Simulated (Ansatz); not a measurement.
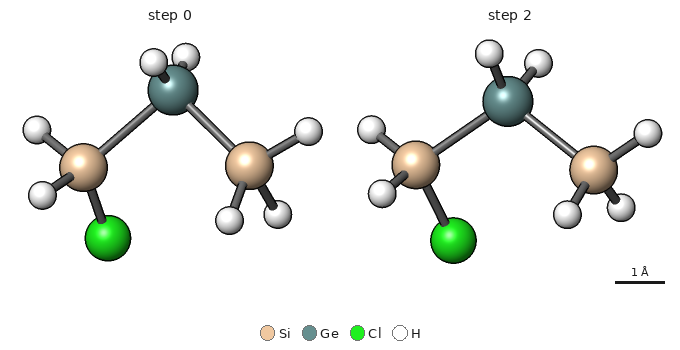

The structure of GeSi₂H₇Cl before (left) and after (right) a relaxation, at one scale.

The picture is a ball-and-stick view, seen at a tilt.

Theory: RKS rPW86-PBE/def2-TZVP in Ansatz 0.2.0.

Input file:
```yaml
crystal:
  periodic: [false, false, false]
  atoms:
    - {symbol: Si, position_ang: [-1.183399, 1.449709, 0.550816]}
    - {symbol: Ge, position_ang: [-0.017470, -0.651574, 1.140403]}
    - {symbol: Si, position_ang: [1.292350, -0.974027, -0.976359]}
    - {symbol: Cl, position_ang: [0.191189, -1.163043, -2.579094]}
    - {symbol: H, position_ang: [-2.370721, 0.966542, -0.677951]}
    - {symbol: H, position_ang: [-2.013785, 1.963898, 1.697082]}
    - {symbol: H, position_ang: [-0.573567, 2.547861, -0.258264]}
    - {symbol: H, position_ang: [-0.588474, -1.694419, 1.461778]}
    - {symbol: H, position_ang: [0.858202, -0.108084, 1.942838]}
    - {symbol: H, position_ang: [2.475367, -0.030377, -1.302438]}
    - {symbol: H, position_ang: [1.860998, -2.434452, -0.886597]}
basis:
  gaussian: {orbitals: def2-TZVP, point_charges: [{charge: -1.00, position_ang: [5.408, 0.232, 0.216]}]}
hamiltonian: {xc: {name: rPW86-PBE}}
accuracy: high
relax: {f_tol: 0.001, max_steps: 3}
```

Launched with:
```bash
ansatz run in.yaml --threads 4 --pin off --events-out ev --progress --plain --max-ram 10444MiB
```

Q: Summarise the run.

A: The relaxation stopped without meeting its thresholds, so the last structure isn't shown to be converged. The input was poor on purpose: steps. H8 moves most after the best rigid fit: 0.29 Å. Largest moves by element: H 0.29 Å, Ge 0.29 Å, Si 0.22 Å, Cl 0.13 Å. Near-neighbour distances that change, for instance: Si1–H5 1.776 → 1.471 Å, Ge2–H8 1.232 → 1.521 Å, Ge2–H9 1.306 → 1.535 Å, Si3–Cl4 1.954 → 2.119 Å. Bond angles that change, for instance: Si1–Ge2–H8 124.2° → 103.7°, Ge2–Si1–H7 124.1° → 108.6°, H5–Si1–H7 95.6° → 109.5°. Over 2 geometry steps the energy falls by 3.296 eV. Largest force component: 8.5 eV/Å at the start, 0.58 eV/Å at the end.
